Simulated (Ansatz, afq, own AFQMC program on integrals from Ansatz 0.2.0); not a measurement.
# AlBH (sextet): quantum Monte Carlo beside coupled cluster, cc-pVDZ

Aim: compute AlBH (sextet) with auxiliary-field quantum Monte Carlo on the same integrals as coupled cluster, and set the energies side by side.

Computed with Ansatz 0.2.0, Gaussian basis, and an in-house AFQMC program (afq) on its integrals; all values are calculated. Level: cc-pVDZ, frozen cores.

Plan: Full CI; PBE (unrestricted); r2SCAN (unrestricted); PBE0 (unrestricted); B3LYP (unrestricted); wB97M-V (unrestricted); B2PLYP (unrestricted); CCSD(T) on UHF; Full CI; Full CI (octet); CCSDT(Q) on UHF; CCSD(T) on UHF; CCSD(T) on UHF; Phaseless AFQMC, CISD trial on UHF; Free-projection AFQMC, CID trial on UHF; Free-projection AFQMC, single-determinant trial on UHF.

1 further run of the same task is left out (it didn't finish).

**1. The system**

The geometry is a PBE0/def2-TZVP stationary point (not a proven minimum) of the parent state, kept for this charge and spin.

3 atoms, charge 0, spin multiplicity 6.

Atoms are counted from 1 here; the program's logs count them from 0.

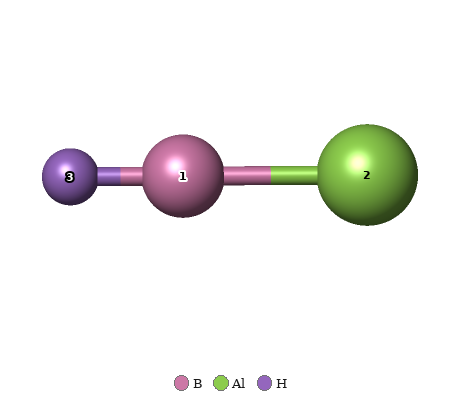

The structure; boron pink, aluminium green, hydrogen purple; atoms are numbered from 1 in the order of the file.

**2. Full CI**

in.yaml reads:

```yaml
crystal:
  periodic: [false, false, false]
  atoms:
    - {symbol: B, position_ang: [0.000000, 0.000000, 0.251900]}
    - {symbol: Al, position_ang: [0.000000, 0.000000, -1.688900]}
    - {symbol: H, position_ang: [0.000000, 0.000000, 1.437000]}
basis:
  gaussian: {orbitals: cc-pVDZ}
magnetization: {spin_polarized: false, initial_magnetization: 5}
correlation: {method: fci, electrons: outside_noble_gas}
```

On the command line:

```sh
ansatz run in.yaml --threads 1 --pin off --events-out ev --progress --plain --max-ram 1843MiB
```

Output:

```text
Functional definition: HF
  name "HF"
  cite "Fock, Z. Phys. 61, 126 (1930) doi:10.1007/BF01340294"
  parent pbe
  exchange = exact_x
  correlation = 0
658 factors; integrals over basis functions are off by at most 1.9e-7 eV
mean field evaluation 1: about -7260.1970 eV, gradient 9.6e0 eV
mean field evaluation 2: about -7260.2372 eV, gradient 9.7e0 eV
mean field evaluation 4: about -7261.8224 eV, gradient 2.4e0 eV
mean field evaluation 8: about -7262.1677 eV, gradient 1.2e0 eV
mean field evaluation 16: about -7262.2040 eV, gradient 1.7e-6 eV
mean field evaluation 32: about -7260.4771 eV, gradient 1.3e1 eV
mean field -7262.20398117 eV, -266.8810738093 hartree, gradient 1.7e-6 eV, S^2 8.750000; 3 other end points of the search recorded, 0 dependent functions left out
mean field evaluation 64: about -7262.1871 eV, gradient 8.8e-1 eV
6 core orbitals not correlated: weight in the atoms' cores, before any rotation towards them, 1.000 or more for the frozen orbitals, at most 0.000 for the correlated occupied ones
reference -7262.20398117 eV, -266.8810738093 hartree; 6, 1 occupied and 25, 30 virtual orbitals, 658 factors
state -7264.64158134 eV, -266.9706539634 hartree
Total energy: -7264.64158134 eV, -266.9706539634 hartree
```

It took 7.6 min on 1 thread of Arm Neoverse V1, shared host; peak memory 1.2 GiB.

From the report: 5,706,246 determinants, symmetry B2.

**3. PBE (unrestricted)**

Edit in.yaml of step 2 so:

```diff
@@ -8,3 +8,4 @@
   gaussian: {orbitals: cc-pVDZ}
-magnetization: {spin_polarized: false, initial_magnetization: 5}
-correlation: {method: fci, electrons: outside_noble_gas}
+magnetization: {spin_polarized: true, initial_magnetization: 5}
+hamiltonian: {xc: {name: PBE}}
+output: {orbitals: {seedname: orbitals}}
```

Same command.

Output:

```text
Functional definition: PBE
  name "PBE"
  cite "Perdew, Burke & Ernzerhof, Phys. Rev. Lett. 77, 3865 (1996) doi:10.1103/PhysRevLett.77.3865"
  parent pbe
  parameter kappa = 0.804
  parameter beta = 0.06672455060314922
  exchange = pbe_x(kappa = kappa, mu = beta*pi^2/3)
  correlation = pbe_c(beta = beta)
465 factors; their error is unknown
mean field evaluation 1: about -7272.2552 eV, gradient 1.3e1 eV
mean field evaluation 2: about -7266.7006 eV, gradient 2.5e1 eV
mean field evaluation 4: about -7273.8208 eV, gradient 3.8e0 eV
mean field evaluation 8: about -7273.9716 eV, gradient 9.1e-2 eV
mean field evaluation 16: about -7273.9592 eV, gradient 1.1e0 eV
mean field evaluation 32: about -7273.9716 eV, gradient 2.5e-4 eV
mean field -7273.97162611 eV, -267.3135267844 hartree, gradient 9.5e-6 eV, S^2 8.751609; 2 other end points of the search recorded, 0 dependent functions left out
reference -7273.97165757 eV, -267.3135279407 hartree; 12, 7 occupied and 25, 30 virtual orbitals, 465 factors
Total energy: -7273.97165757 eV, -267.3135279407 hartree
```

Run time: 1.6 s. Hardware: 1 thread of Arm Neoverse V1, shared host.

From the report: ⟨S²⟩ of the determinant 8.752 (pure sextet: 8.75).

**4. r2SCAN (unrestricted)**

Edit in.yaml of step 3 so:

```diff
@@ -9,3 +9,2 @@
 magnetization: {spin_polarized: true, initial_magnetization: 5}
-hamiltonian: {xc: {name: PBE}}
-output: {orbitals: {seedname: orbitals}}
+hamiltonian: {xc: {name: r2SCAN}}
```

Launched as before.

Output:

```text
Functional definition: r2SCAN
  name "r2SCAN"
  cite "Furness, Kaplan, Ning, Perdew & Sun, J. Phys. Chem. Lett. 11, 8208 (2020) doi:10.1021/acs.jpclett.0c02405"
  cite "Furness, Kaplan, Ning, Perdew & Sun, J. Phys. Chem. Lett. 11, 9248 (2020) doi:10.1021/acs.jpclett.0c03077"
  parent r2scan
  parameter k0 = 0.174
  parameter k1 = 0.065
  parameter a1 = 4.9479
  exchange = r2scan_x(k0 = k0, k1 = k1, a1 = a1)
  correlation = r2scan_c
465 factors; their error is unknown
mean field evaluation 1: about -7276.6928 eV, gradient 1.1e1 eV
mean field evaluation 2: about -7275.4618 eV, gradient 1.5e1 eV
mean field evaluation 4: about -7278.0653 eV, gradient 5.3e-1 eV
mean field evaluation 8: about -7278.0800 eV, gradient 1.3e-2 eV
mean field evaluation 16: about -7278.0234 eV, gradient 1.6e0 eV
mean field -7278.05229649 eV, -267.4634886549 hartree, gradient 3.0e-5 eV, S^2 8.752666; 3 other end points of the search recorded, 0 dependent functions left out
reference -7278.05230819 eV, -267.4634890851 hartree; 12, 7 occupied and 25, 30 virtual orbitals, 465 factors
Total energy: -7278.05230819 eV, -267.4634890851 hartree
```

It took 2.7 s on 1 thread of Arm Neoverse V1, shared host.

From the report: ⟨S²⟩ of the determinant 8.753 (pure sextet: 8.75).

**5. PBE0 (unrestricted)**

Edit in.yaml of step 4 so:

```diff
@@ -9,2 +9,3 @@
 magnetization: {spin_polarized: true, initial_magnetization: 5}
-hamiltonian: {xc: {name: r2SCAN}}
+hamiltonian: {xc: {name: PBE0}}
+output: {orbitals: {seedname: orbitals}}
```

Launched as before.

Output:

```text
Functional definition: PBE0
  name "PBE0"
  cite "Adamo & Barone, J. Chem. Phys. 110, 6158 (1999) doi:10.1063/1.478522"
  cite "Perdew, Burke & Ernzerhof, Phys. Rev. Lett. 77, 3865 (1996) doi:10.1103/PhysRevLett.77.3865"
  parent pbe
  parameter a = 0.25
  parameter kappa = 0.804
  parameter beta = 0.06672455060314922
  exchange = (1 - a)*pbe_x(kappa = kappa, mu = beta*pi^2/3) + a*exact_x
  correlation = pbe_c(beta = beta)
359 factors; integrals over basis functions are off by at most 9.5e-4 eV
mean field evaluation 1: about -7273.6779 eV, gradient 1.0e1 eV
mean field evaluation 2: about -7273.8606 eV, gradient 9.2e0 eV
mean field evaluation 4: about -7274.7690 eV, gradient 5.0e-1 eV
mean field evaluation 8: about -7274.8610 eV, gradient 1.2e-1 eV
mean field evaluation 16: about -7274.8614 eV, gradient 7.5e-5 eV
mean field -7274.86138643 eV, -267.3462248730 hartree, gradient 7.5e-5 eV, S^2 8.751397; 1 other end points of the search recorded, 0 dependent functions left out
reference -7274.86141002 eV, -267.3462257402 hartree; 12, 7 occupied and 25, 30 virtual orbitals, 359 factors
Total energy: -7274.86141002 eV, -267.3462257402 hartree
```

Run time: 1.4 s. Hardware: 1 thread of Arm Neoverse V1, shared host.

From the report: ⟨S²⟩ of the determinant 8.751 (pure sextet: 8.75).

**6. B3LYP (unrestricted)**

Edit in.yaml of step 5 so:

```diff
@@ -9,3 +9,2 @@
 magnetization: {spin_polarized: true, initial_magnetization: 5}
-hamiltonian: {xc: {name: PBE0}}
-output: {orbitals: {seedname: orbitals}}
+hamiltonian: {xc: {name: B3LYP}}
```

Launched as before.

Output (excerpt; [...] marks lines left out):

```text
Functional definition: B3LYP
  name "B3LYP"
  cite "Stephens, Devlin, Chabalowski & Frisch, J. Phys. Chem. 98, 11623 (1994) doi:10.1021/j100096a001"
  cite "Becke, Phys. Rev. A 38, 3098 (1988) doi:10.1103/PhysRevA.38.3098"
  cite "Lee, Yang & Parr, Phys. Rev. B 37, 785 (1988) doi:10.1103/PhysRevB.37.785"
  cite "Vosko, Wilk & Nusair, Can. J. Phys. 58, 1200 (1980) doi:10.1139/p80-159"
[...]
359 factors; integrals over basis functions are off by at most 9.5e-4 eV
[...]
mean field -7279.17515859 eV, -267.5047530762 hartree, gradient 5.3e-5 eV, S^2 8.751461; 1 other end points of the search recorded, 0 dependent functions left out
reference -7279.17534216 eV, -267.5047598220 hartree; 12, 7 occupied and 25, 30 virtual orbitals, 359 factors
Total energy: -7279.17534216 eV, -267.5047598220 hartree
```

Run time: 1.4 s. Hardware: 1 thread of Arm Neoverse V1, shared host.

From the report: ⟨S²⟩ of the determinant 8.751 (pure sextet: 8.75).

**7. wB97M-V (unrestricted)**

Edit in.yaml of step 6 so:

```diff
@@ -9,2 +9,3 @@
 magnetization: {spin_polarized: true, initial_magnetization: 5}
-hamiltonian: {xc: {name: B3LYP}}
+hamiltonian: {xc: {name: wB97M-V}}
+output: {orbitals: {seedname: orbitals}}
```

Launched as before.

Output (excerpt; [...] marks lines left out):

```text
Functional definition: wB97M-V
  name "wB97M-V"
  cite "Mardirossian & Head-Gordon, J. Chem. Phys. 144, 214110 (2016) doi:10.1063/1.4952647"
  cite "Becke, J. Chem. Phys. 107, 8554 (1997) doi:10.1063/1.475007"
  cite "Vydrov & Van Voorhis, J. Chem. Phys. 133, 244103 (2010) doi:10.1063/1.3521275"
  # Of w^i u^j: cxij and so on, Table III.
[...]
  gx(w, u) = 1 - cx + cx01*u + cx10*w
  gss(w, u) = css00 + css04*u^4 + css10*w + css20*w^2 + css43*w^4*u^3
  gos(w, u) = cos00 + cos10*w + (cos20 + cos21*u)*w^2 + (cos60 + cos61*u)*w^6
[...]
      + integral(e_c_pw_mod_opposite_spin*gos(b97_w_opposite, b97_u_opposite)) + vv10(b, c)
359 factors; integrals over basis functions are off by at most 9.5e-4 eV
131 factors; integrals over basis functions are off by at most 9.6e-6 eV
[...]
mean field -7277.39619908 eV, -267.4393775197 hartree, gradient 8.2e-5 eV, S^2 8.750577; 0 other end points of the search recorded, 0 dependent functions left out
reference -7277.39622984 eV, -267.4393786504 hartree; 12, 7 occupied and 25, 30 virtual orbitals, 359 factors
Total energy: -7277.39622984 eV, -267.4393786504 hartree
```

It took 4.7 s on 1 thread of Arm Neoverse V1, shared host.

From the report: ⟨S²⟩ of the determinant 8.751 (pure sextet: 8.75).

**8. B2PLYP (unrestricted)**

Edit in.yaml of step 7 so:

```diff
@@ -9,3 +9,3 @@
 magnetization: {spin_polarized: true, initial_magnetization: 5}
-hamiltonian: {xc: {name: wB97M-V}}
-output: {orbitals: {seedname: orbitals}}
+hamiltonian: {xc: {name: B2PLYP}}
+correlation: {electrons: outside_noble_gas}
```

Same command.

Output (excerpt; [...] marks lines left out):

```text
Functional definition: B2PLYP
  name "B2PLYP"
  cite "Grimme, J. Chem. Phys. 124, 034108 (2006) doi:10.1063/1.2148954"
  cite "Becke, Phys. Rev. A 38, 3098 (1988) doi:10.1103/PhysRevA.38.3098"
  cite "Lee, Yang & Parr, Phys. Rev. B 37, 785 (1988) doi:10.1103/PhysRevB.37.785"
[...]
359 factors; integrals over basis functions are off by at most 9.5e-4 eV
[...]
mean field -7273.79642304 eV, -267.3070881906 hartree, gradient 4.5e-6 eV, S^2 8.751498; 0 other end points of the search recorded, 0 dependent functions left out
6 core orbitals not correlated: weight in the atoms' cores, before any rotation towards them, 1.000 or more for the frozen orbitals, at most 0.000 for the correlated occupied ones
reference -7273.79654156 eV, -267.3070925460 hartree; 6, 1 occupied and 25, 30 virtual orbitals, 359 factors
second order -2.39314641 eV of doubles, -0.00000000 eV of singles
Total energy: -7274.44269109 eV, -267.3308381033 hartree
```

Wall time 1.2 s (1 thread of Arm Neoverse V1, shared host).

From the report: ⟨S²⟩ of the determinant 8.751 (pure sextet: 8.75).

**9. CCSD(T) on UHF**

Edit in.yaml of step 8 so:

```diff
@@ -9,3 +9,2 @@
 magnetization: {spin_polarized: true, initial_magnetization: 5}
-hamiltonian: {xc: {name: B2PLYP}}
-correlation: {electrons: outside_noble_gas}
+correlation: {method: ccsd_t, electrons: outside_noble_gas, hamiltonian_folder: ham}
```

Launched as before.

Output (excerpt; [...] marks lines left out):

```text
Functional definition: HF
  name "HF"
  cite "Fock, Z. Phys. 61, 126 (1930) doi:10.1007/BF01340294"
  parent pbe
[...]
359 factors; integrals over basis functions are off by at most 9.5e-4 eV
[...]
mean field -7262.23522108 eV, -266.8822218550 hartree, gradient 1.5e-6 eV, S^2 8.754468; 3 other end points of the search recorded, 0 dependent functions left out
determinant -7262.23522108 eV, -266.8822218550 hartree, with singles and doubles -7264.55539350 eV, -266.9674866187 hartree
determinant -7259.42319676 eV, -266.7788818672 hartree, with singles and doubles -7261.84248435 eV, -266.8677890462 hartree
6 core orbitals not correlated: weight in the atoms' cores, before any rotation towards them, 1.000 or more for the frozen orbitals, at most 0.000 for the correlated occupied ones
reference -7262.23522108 eV, -266.8822218550 hartree; 6, 1 occupied and 25, 30 virtual orbitals, 359 factors
second order -1.71632393 eV of doubles, -0.00000000 eV of singles
cycle   1  -2.31985792 eV  change    3.1e-4 eV  update   1.6e-3
[...]
cycle   9  -2.32081581 eV  change   -3.9e-8 eV  update   1.4e-6
perturbative correction -0.06103178 eV, -0.0022428766 hartree
Total energy: -7264.61706867 eV, -266.9697531395 hartree
```

Run time: 0.93 s. Hardware: 1 thread of Arm Neoverse V1, shared host.

From the report: ⟨S²⟩ of the determinant 8.754 (pure sextet: 8.75); correlation -2.3818 eV; T1 0.042; largest double amplitude 0.04.

This run also writes the integrals to the folder ham.

**10. Full CI**

in.yaml reads:

```yaml
hamiltonian:
  integrals:
    folder: ../ham
correlation: {method: fci}
```

The command is unchanged.

Output:

```text
Functional definition: HF
  name "HF"
  cite "Fock, Z. Phys. 61, 126 (1930) doi:10.1007/BF01340294"
  parent pbe
  exchange = exact_x
  correlation = 0
reference -7262.23522108 eV, -266.8822218550 hartree; 6, 1 occupied and 25, 30 virtual orbitals, 359 factors
state -7264.64281529 eV, -266.9706993100 hartree
Total energy: -7264.64281529 eV, -266.9706993100 hartree
```

Wall time 29 min (1 thread of Arm Neoverse V1, shared host); peak memory 1.2 GiB.

From the report: 5,706,246 determinants.

[end of part 1 of 2]
